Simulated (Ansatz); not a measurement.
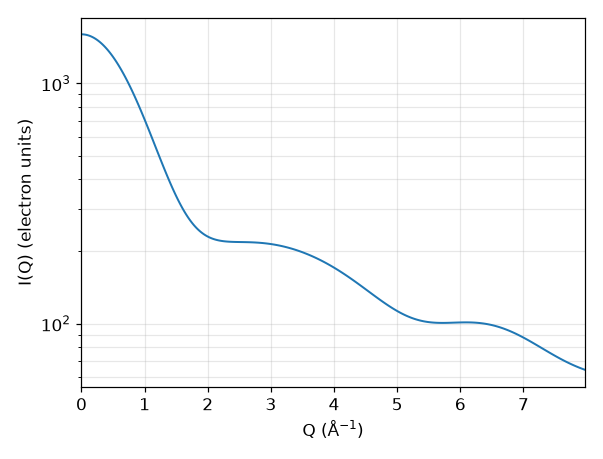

Elastic X-ray scattering of a randomly oriented, rigid molecule, calculated with the Debye equation from neutral-atom form factors (independent atoms, no Compton part, no vibration). The geometry is the end point of an optimisation (RKS PBE/cc-pVDZ in Ansatz); it may be a saddle point or a higher isomer. It contains C, Si, Cl, H.

Q: How many electrons does the independent-atom model of the molecule hold?

A: I(0) is the square of the electron number: I(0) = 1600, so about 40 electrons, the count of CH3ClSi.

Q: What radius of gyration does the initial fall-off give?

A: From I(Q) ≈ I(0) exp(−Q²R²/3) at small Q, R ≈ 1.62 Å. It is larger than the electron-weighted radius of the nuclear positions alone (1.44 Å), because each atom's electron cloud adds to it.
